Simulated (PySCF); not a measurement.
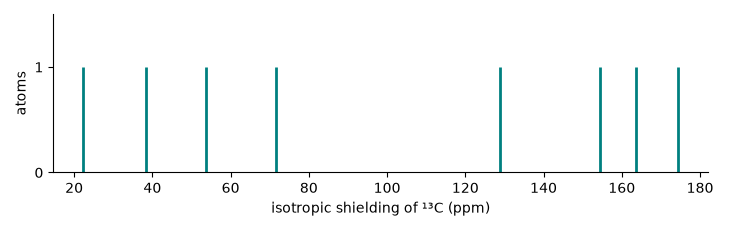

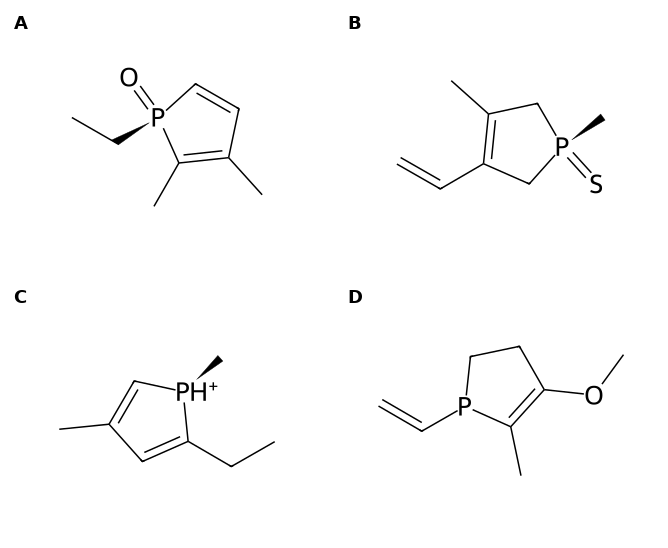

The sticks are computed shieldings of one of the molecules, for one fixed geometry (GFN2-xTB) without averaging over rotations. Low shielding means a high chemical shift. Method: GIAO PBE0/pcSseg-1 NMR shielding, non-relativistic, gas phase (PySCF 2.14.0).

Question: Which molecule gives this pattern?

Answer: D, `C=CP1CCC(OC)=C1C`. Its 8 C atoms give lines at 22.2, 38.5, 53.6, 71.5, 129.0, 154.5, 163.5, 174.4 ppm.

The geometry is semi-empirical. Around P such bond lengths and angles can be off by a tenth of an ångström or more and by several degrees, and values that hang on the shape move with them.
